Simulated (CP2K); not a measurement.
# PM6 run of CH4F3GeN (SMILES C[NH][Ge]([F])([F])[F])

What is the energy difference between two shapes of CH4F3GeN at PM6? 

The results are computed with CP2K 2026.2.

1 further run of the same task is left out (set aside as unsound or not needed).

## (1) The structure to begin with

The species is CH4F3GeN (10 atoms), meant as a singlet with charge 0. As SMILES, `C[NH][Ge]([F])([F])[F]`. The shape comes from a force field and isn't a relaxed structure.

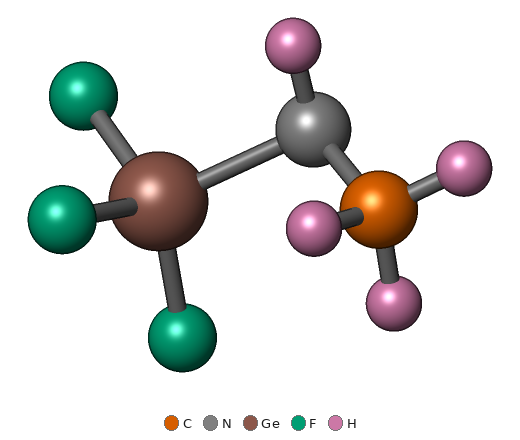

The structure, seen from a chosen angle (carbon orange, nitrogen grey, germanium brown, fluorine teal, hydrogen pink).

## (2) Energy and forces at PM6

Input file gas.inp:

```
&GLOBAL
  PROJECT gas
  RUN_TYPE ENERGY_FORCE
  PRINT_LEVEL MEDIUM
&END GLOBAL
&FORCE_EVAL
  METHOD QS
  &DFT
    CHARGE 0
    MULTIPLICITY 1
    ! Quickstep
    &QS
      METHOD PM6
      EPS_DEFAULT 1.0E-10
      &SE
        &COULOMB
          CUTOFF [angstrom] 50
          RC_RANGE [angstrom] 0
        &END COULOMB
        &EXCHANGE
          CUTOFF [angstrom] 50
          RC_RANGE [angstrom] 0
        &END EXCHANGE
      &END SE
    &END QS
    &POISSON
      PERIODIC NONE
      POISSON_SOLVER ANALYTIC
    &END POISSON
    &SCF
      SCF_GUESS ATOMIC
      EPS_SCF 1.0E-07
      MAX_SCF 80
      ADDED_MOS 8
      &DIAGONALIZATION
        ALGORITHM STANDARD
      &END DIAGONALIZATION
      &MIXING
        METHOD DIRECT_P_MIXING
        ALPHA 0.4
      &END MIXING
    &END SCF
    &PRINT
      &MOMENTS
        PERIODIC F
        REFERENCE COM
        MAX_MOMENT 1
      &END MOMENTS
      &MO ON
        ENERGIES T
        OCCUPATION_NUMBERS T
        NDIGITS 6
        &EACH
          QS_SCF 0
        &END EACH
        ADD_LAST NUMERIC
      &END MO
      &HIRSHFELD OFF
      &END HIRSHFELD
    &END PRINT
  &END DFT
  &SUBSYS
    ! box in angstrom
    &CELL
      ABC [angstrom] 19.5 20.3 19.8
      PERIODIC NONE
    &END CELL
    &COORD
      C      9.976550     8.918300    10.869150
      N     10.493850     9.609600     9.679950
      Ge     9.604950    11.255000     9.400150
      F      7.998050    10.995000     9.136350
      F     10.333850    12.045500     7.995450
      F      9.852050    12.287100    10.827950
      H      8.876050     8.754800    10.699750
      H     10.483850     8.012900    11.022050
      H     10.061350     9.614000    11.804550
      H     11.501950     9.827700     9.912150
    &END COORD
  &END SUBSYS
  &PRINT
    &FORCES ON
    &END FORCES
  &END PRINT
&END FORCE_EVAL
```

The run is started by

```console
OMP_NUM_THREADS=1 cp2k.psmp -i gas.inp -o gas.out
```

Log, shortened:

```text
CP2K| version string:                                       CP2K version 2026.2
[...]
 GLOBAL| Method name                                                        CP2K
[...]
 GLOBAL| Run type                                                   ENERGY_FORCE
[...]
                             - Atoms:                                         10
[...]
                             - Spherical basis functions:                     28
[...]
 Number of electrons:                                                         38
[...]
     1 P_Mix/Diag. 0.40E+00    0.0     0.81347466       -61.7166887875 -6.17E+01
[...]
    18 DIIS/Diag.  0.86E-07    0.0     0.00000009       -68.0960276462 -1.85E-13
  *** SCF run converged in    18 steps ***
  Core-core repulsion energy [eV]:                           3095.20058488444874
  Core Hamiltonian energy [eV]:                             -3134.31204656049249
  Two-electron integral energy [eV]:                        -3627.75137142320000
  Electronic energy [eV]:                                   -4948.18773227209294
  Total energy [eV]:                                        -1852.98714738764374
  Atomic reference energy [eV]:                              1843.97279821191387
  Heat of formation [kcal/mol]:                              -207.87584681032408
[...]
 SE_DIPOLE| Moment [Debye]         -0.73853601       2.02195541      -2.07164916
 SE_DIPOLE| Derivative [a.u.]       0.00000000       0.00000000       0.00000000
 ENERGY| Total FORCE_EVAL ( QS ) energy [hartree]            -68.096027646208455
 FORCES| Atomic forces [hartree/bohr]
 FORCES|   Atom     x               y               z               |f|
 FORCES|      1 -3.09012372E-02  4.11621202E-02  2.04083749E-02   5.53688393E-02
 FORCES|      2  4.52100471E-03  5.23866973E-02 -5.36982599E-03   5.28549011E-02
 FORCES|      3  5.83624638E-02 -6.92368728E-03  1.39119266E-04   5.87718809E-02
 FORCES|      4 -2.39949792E-02  7.78170548E-04 -3.46989497E-03   2.42570556E-02
 FORCES|      5 -1.40856061E-02 -1.11194086E-02  2.54341405E-02   3.11278180E-02
 FORCES|      6 -5.46831992E-03 -1.53541471E-02 -2.45862580E-02   2.94980752E-02
 FORCES|      7  7.30066539E-03 -8.33007532E-03  6.69594277E-03   1.29431650E-02
 FORCES|      8  9.65493697E-03 -2.25096077E-02  5.66535964E-03   2.51395415E-02
 FORCES|      9 -1.90772570E-03 -2.41925715E-02 -1.33806796E-02   2.77121367E-02
 FORCES|     10 -3.48120282E-03 -5.89749049E-03 -1.15362785E-02   1.34158447E-02
 FORCES| Sum     2.01227923E-16 -5.96744876E-16 -1.38777878E-15
 FORCES| Total atomic force                                       1.52398395E-15
[...]
```

Run time: 1.1 s. Hardware: 1 thread of Intel Xeon Platinum 8488C (Sapphire Rapids), shared host; peak memory 0.19 GiB.

## (3) The distorted shape at the same level

Input file gas.inp:

```
&GLOBAL
   PROJECT_NAME gas
   RUN_TYPE ENERGY_FORCE
   PRINT_LEVEL MEDIUM
&END GLOBAL
&FORCE_EVAL
   METHOD Quickstep
   &DFT
      # Quickstep
      &QS
         METHOD PM6
         EPS_DEFAULT 1.0E-10
         &SE
            &COULOMB
               CUTOFF [angstrom] 50
               RC_RANGE [angstrom] 0
            &END COULOMB
            &EXCHANGE
               CUTOFF [angstrom] 50
               RC_RANGE [angstrom] 0
            &END EXCHANGE
         &END SE
      &END QS
      &POISSON
         PERIODIC NONE
         POISSON_SOLVER ANALYTIC
      &END POISSON
      # self-consistent field
      &SCF
         SCF_GUESS ATOMIC
         EPS_SCF 1.0E-07
         MAX_SCF 80
         ADDED_MOS 8
         &DIAGONALIZATION
            ALGORITHM STANDARD
         &END DIAGONALIZATION
         &MIXING
            METHOD DIRECT_P_MIXING
            ALPHA 0.4
         &END MIXING
      &END SCF
      # extra output
      &PRINT
         &MOMENTS
            PERIODIC F
            REFERENCE COM
            MAX_MOMENT 1
         &END MOMENTS
         &MO ON
            ENERGIES T
            OCCUPATION_NUMBERS T
            NDIGITS 6
            &EACH
               QS_SCF 0
            &END EACH
            ADD_LAST NUMERIC
         &END MO
         &HIRSHFELD OFF
         &END HIRSHFELD
      &END PRINT
   &END DFT
   &SUBSYS
      # box in angstrom
      &CELL
         ABC 19.5 20.3 19.7
         PERIODIC NONE
      &END CELL
      &COORD
         C      9.940662     8.980530    10.842869
         N     10.547198     9.624272     9.681265
         Ge     9.571998    11.191231     9.342408
         F      8.011286    11.060634     9.047743
         F     10.401502    12.130945     7.999371
         F      9.793130    12.304753    10.694850
         H      8.943562     8.752153    10.697491
         H     10.461180     7.995247    10.959561
         H     10.085050     9.699052    11.700629
         H     11.488714     9.909428     9.913545
      &END COORD
   &END SUBSYS
   # extra output
   &PRINT
      &FORCES ON
      &END FORCES
   &END PRINT
&END FORCE_EVAL
```

The run is started by

```console
OMP_NUM_THREADS=1 cp2k.psmp -i gas.inp -o gas.out
```

Log, shortened:

```text
CP2K| version string:                                       CP2K version 2026.2
[...]
 GLOBAL| Method name                                                        CP2K
[...]
 GLOBAL| Run type                                                   ENERGY_FORCE
[...]
                             - Atoms:                                         10
[...]
                             - Spherical basis functions:                     28
[...]
 Number of electrons:                                                         38
[...]
     1 P_Mix/Diag. 0.40E+00    0.0     0.78406879       -61.6320686626 -6.16E+01
[...]
    18 DIIS/Diag.  0.95E-07    0.0     0.00000009       -68.0852358436 -2.70E-13
  *** SCF run converged in    18 steps ***
  Core-core repulsion energy [eV]:                           3115.04127592326086
  Core Hamiltonian energy [eV]:                             -3137.31308813439045
  Two-electron integral energy [eV]:                        -3660.84335058904526
  Electronic energy [eV]:                                   -4967.73476342891354
  Total energy [eV]:                                        -1852.69348750565246
  Atomic reference energy [eV]:                              1843.97279821191387
  Heat of formation [kcal/mol]:                              -201.10388851881515
[...]
 SE_DIPOLE| Moment [Debye]         -0.19829711       3.18115542      -2.22311302
 SE_DIPOLE| Derivative [a.u.]       0.00000000       0.00000000       0.00000000
 ENERGY| Total FORCE_EVAL ( QS ) energy [hartree]            -68.085235843647368
[...]
```

Run time: 1 s. Hardware: 1 thread of Intel Xeon Platinum 8488C (Sapphire Rapids), shared host; peak memory 0.19 GiB.

## (4) Outcome

Level: PM6.

| quantity | value |
| --- | --- |
| first shape: total energy | -68.09603 Eh |
| first shape: dipole moment | 2.99 D |
| first shape: HOMO energy | -10.29 eV |
| first shape: LUMO energy | -1.21 eV |
| first shape: HOMO–LUMO gap | 9.08 eV |
| first shape: heat of formation at this unrelaxed shape | -207.9 kcal/mol |
| first shape: largest force on an atom | 3.022 eV/Å |
| distorted shape: total energy | -68.08524 Eh |
| distorted shape: dipole moment | 3.89 D |
| distorted shape: HOMO energy | -10.44 eV |
| distorted shape: LUMO energy | -1.11 eV |
| distorted shape: HOMO–LUMO gap | 9.32 eV |
| distorted shape: heat of formation at this unrelaxed shape | -201.1 kcal/mol |
| distorted shape: largest force on an atom | 5.391 eV/Å |
| energy change with the atoms displaced | 0.294 eV |

**Reading.** With the atoms displaced the energy rises by 0.29 eV (6.8 kcal/mol). The first shape isn't relaxed at this level, so the change isn't measured from a minimum. The largest force (first shape) is 3.02 eV/Å: the shape isn't a stationary point for this species at this level.
